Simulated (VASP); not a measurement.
Band structure of GaSb (zinc blende). Level of theory: modified Becke-Johnson potential (mBJ), VASP's PBE PAW potentials (set 64) (plane waves; VASP 6.6.1).

mBJ is a potential without an energy functional, so only the levels count. Unless said otherwise, spin-orbit coupling is left out, though it shifts the bands of the heavy elements here.

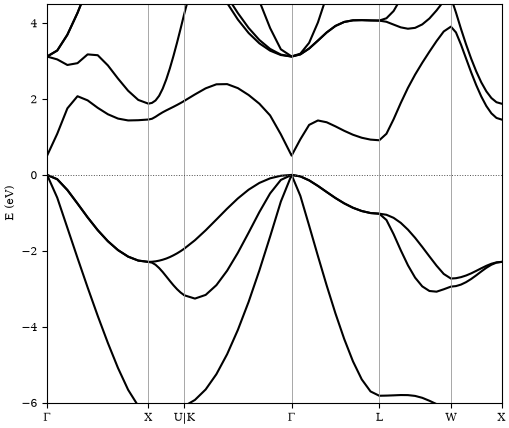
*Bands along high-symmetry lines, zero at the valence-band maximum or, without a gap, the Fermi level*

Read the plot: is there a gap, and where are the band edges?

The gap is direct, 0.51 eV, from the valence maximum at Γ to the conduction minimum at Γ.

The compound is GaSb in the zinc blende structure. It was relaxed first, which changed the volume by +6 %. The cell's shape comes from a PBE relaxation.
